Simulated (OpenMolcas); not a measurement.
# Ag⁵⁺ among point charges: CASSCF and CASPT2 levels and susceptibility

Aim: the splitting of the states of Ag⁵⁺ in the field of 6 point charges, its lowest levels with spin-orbit coupling and its magnetic susceptibility.

Program: OpenMolcas 26.06. Level of theory: state-averaged CASSCF and CASPT2, spin-orbit coupling by RASSI with atomic mean-field integrals. These are calculated values, not measurements, unless marked.

**1. Starting point**

- Species: Ag⁵⁺ (silver, Z = 47, 42 electrons)
- Basis: ANO-RCC-VTZP [7s6p4d2f1g], 68 functions
- Scalar Hamiltonian: DKH2, point nucleus
- Inactive shells: 1s 2s 2p 3s 3p 3d 4s 4p
- Active space: 6 electrons in 5 orbitals (4d)
- Some configurations of this space: 4d6
- Orbitals: optimised for each spin and parity, averaged over all roots

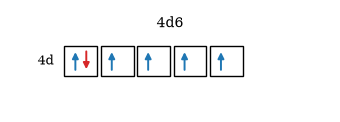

Outer shells as boxes.

The ion sits among 6 point charges of -1.7 e arranged as an octahedron (Oh), 1.98 Å from the ion.

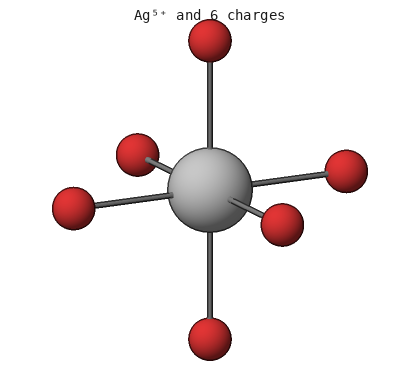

The ion and the point charges (red).

The work runs as a chain of OpenMolcas steps in one folder; each step below is one input file. Labels, J, g values, rates, χT and fits are worked out afterwards by a script from the matrices that RASSI stores. The input lists half of the charges; inversion (Group=XYZ) makes the rest.

**2. One- and two-electron integrals**

Contents of a.inp:

```
&GATEWAY
Coord
1

Ag 0.0 0.0 0.0
Basis=ANO-RCC-VTZP
Group=XYZ
NoMove
AngMom=0.0 0.0 0.0
AMFI
XField
3 Angstrom 0
1.980000 0.000000 0.000000 -1.700000
0.000000 1.980000 0.000000 -1.700000
0.000000 0.000000 1.980000 -1.700000
&SEWARD
```

On the command line:

```
OMP_NUM_THREADS=1 MOLCAS_MEM=1689 MOLCAS_PROJECT=a pymolcas a.inp > a.log
```

**3. CASSCF: quintets of even parity, 5 roots**

Contents of a.inp:

```
&RASSCF
FileOrb=start.orb
Symmetry=1
Spin=5
nActEl=6 0 0
Inactive=9 9
Ras2=5 0
CIRoot=5 5 1
SDav=5
CIMx=300
Iter=120 100
PrWF=0.3
OrbListing=Nothing
MaxOrb=0
>>> COPY $Project.JobIph JOB001
```

start.orb holds the contracted functions of the basis, ordered by shell, or the orbitals of the step before.

**4. CASSCF: triplets of even parity, 45 roots**

Contents of a.inp:

```
&RASSCF
FileOrb=start.orb
Symmetry=1
Spin=3
nActEl=6 0 0
Inactive=9 9
Ras2=5 0
CIRoot=45 45 1
SDav=45
CIMx=300
Iter=120 100
PrWF=0.3
OrbListing=Nothing
MaxOrb=0
>>> COPY $Project.JobIph JOB002
```

**5. CASSCF: singlets of even parity, 50 roots**

Contents of a.inp:

```
&RASSCF
FileOrb=start.orb
Symmetry=1
Spin=1
nActEl=6 0 0
Inactive=9 9
Ras2=5 0
CIRoot=50 50 1
SDav=50
CIMx=300
Iter=120 100
PrWF=0.3
OrbListing=Nothing
MaxOrb=0
>>> COPY $Project.JobIph JOB003
```

**6. State interaction with spin-orbit coupling**

Contents of a.inp:

```
&RASSI
NrOfJobIphs=3 5 45 50
1 2 3 4 5
1 2 3 4 5 6 7 8 9 10 11 12 13 14 15 16 17 18 19 20 21 22 23 24 25 26 27
28 29 30 31 32 33 34 35 36 37 38 39 40 41 42 43 44 45
1 2 3 4 5 6 7 8 9 10 11 12 13 14 15 16 17 18 19 20 21 22 23 24 25 26 27
28 29 30 31 32 33 34 35 36 37 38 39 40 41 42 43 44 45 46 47 48 49 50
IphNames
JOB001
JOB002
JOB003
EJob
SpinOrbit
DIPRint=1.0
SOCoupling=1000.0
Subsets=2
Property=9
'ANGMOM' 1 'ANGMOM' 2 'ANGMOM' 3 'MLTPL  1' 1 'MLTPL  1' 2 'MLTPL  1' 3
'AMFI' 1 'AMFI' 2 'AMFI' 3
SOProperty=3
'ANGMOM' 1 'ANGMOM' 2 'ANGMOM' 3
```

**7. CASPT2: IPEA 0.25, imaginary shift 0.1 (closed shells correlated: 4s 4p)**

Contents of a.inp:

```
>>> COPY JOB001 $Project.JobIph
&CASPT2
Multistate=5 1 2 3 4 5
NoMult
Frozen=8 6
IPEA=0.25
Imaginary=0.1
MaxIter=60
WThr=0.0 0.3 0.05
PrWF=0.5
NoMix
>>> COPY JOB002 $Project.JobIph
&CASPT2
Multistate=45 1 2 3 4 5 6 7 8 9 10 11 12 13 14 15 16 17 18 19 20 21 22
23 24 25 26 27 28 29 30 31 32 33 34 35 36 37 38 39 40 41 42 43 44 45
NoMult
Frozen=8 6
IPEA=0.25
Imaginary=0.1
MaxIter=60
WThr=0.0 0.3 0.05
PrWF=0.5
NoMix
>>> COPY JOB003 $Project.JobIph
&CASPT2
Multistate=50 1 2 3 4 5 6 7 8 9 10 11 12 13 14 15 16 17 18 19 20 21 22
23 24 25 26 27 28 29 30 31 32 33 34 35 36 37 38 39 40 41 42 43 44 45 46
47 48 49 50
NoMult
Frozen=8 6
IPEA=0.25
Imaginary=0.1
MaxIter=60
WThr=0.0 0.3 0.05
PrWF=0.5
NoMix
```

(Steps that only read results are left out.)

Q: Predict the outcome of this session. Wanted: spin-free ground state; first state of the same spin within the active space; lowest level; next level.

**Answer**, as computed:

| quantity | value |
| --- | --- |
| method | SS-CASPT2, IPEA 0.25, imaginary shift 0.1 (closed shells correlated: 4s 4p) |
| spin-free ground state | 5T2, 3-fold in its orbital part |
| first state of the same spin within the active space | 5E at 3850 cm⁻¹ |
| lowest level | 3-fold T2 |
| next level | 514.7 cm⁻¹ |
| χT at 300 K | 4.64 cm³ K/mol |
| effective moment at 300 K | 6.09 μB |

Cost by method:

| method | time of its own steps | time with the reference |
| --- | --- | --- |
| A. CASSCF | 33 s | 33 s |
| B. SS-CASPT2, IPEA 0.25, imaginary shift 0.1, +4s 4p | 18 s | 51 s |

Times are of one thread on a shared host.

In words: The spin-free ground state (5T2) comes to 100 % from free-ion D terms and keeps the highest spin of the shell. χT at 300 K is 4.64, against 3.01 cm³ K/mol for the spin alone, so orbital moment adds to it. An active space of the d shell alone favours high spin; real ions in strong fields can be low spin. CASPT2 does not keep the components of a term degenerate, and the means are used. The field of point charges can differ much from that of real complexes. With metal d orbitals alone active, the gaps between spin states are rough; where two lie within a few thousand cm-1, their order is open. Point charges carry no covalency, so the field is a model and not that of real ligands.
